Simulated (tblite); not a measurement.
# C5H11NO2Si: the cost of one run

Programs: tblite 0.8.0 and PySCF 2.14.0, with density-fitted response routines of our own. Each step states its level of theory. These are calculated values for one molecule in the gas phase, unless marked as measured. Atoms are numbered from 0 throughout.

### 1 Starting geometry

20 atoms, charge 0, multiplicity 1; geometry from: force field or distance geometry start.

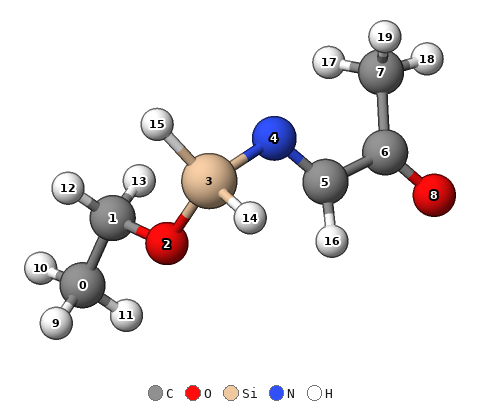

As it starts; carbon grey, oxygen red, silicon light orange, nitrogen blue, hydrogen white, atoms numbered; sticks join atoms by distance.

### 2 Geometry optimisation with GFN2-xTB

The job: settings as JSON, then the geometry in Å.

```
{"job": {"kind": "relax", "xc": "GFN2-xTB", "basis": "xTB"}, "charge": 0, "multiplicity": 1}
C     -0.964300     0.014300    -3.302100
C     -1.380200     0.218300    -1.860100
O     -1.110100    -1.001600    -1.146500
Si    -1.463200    -1.051500     0.463600
N     -0.208800    -0.154300     1.266700
C      0.969000    -0.660400     1.145900
C      2.160600     0.027900     1.778000
C      1.919800     1.320000     2.507000
O      3.261200    -0.513200     1.673000
H     -1.541700    -0.808100    -3.745400
H     -1.155800     0.924100    -3.884000
H      0.084000    -0.248400    -3.373000
H     -2.447100     0.468100    -1.792800
H     -0.786100     1.037500    -1.426500
H     -1.400400    -2.446800     0.955400
H     -2.773900    -0.428200     0.761200
H      1.235600    -1.588300     0.614300
H      1.503500     2.050900     1.811400
H      2.859400     1.697700     2.904800
H      1.233400     1.152700     3.344200
```

Started as:

```console
$ OMP_NUM_THREADS=1 python probes_run.py task.json out
```

One launch serves the whole session: the jobs run in the order shown.

Q: Estimate the wall time and peak memory of this first job on 1 thread of Arm Neoverse N1, shared host.

About 2.9 s, with a peak of 0.18 GiB.
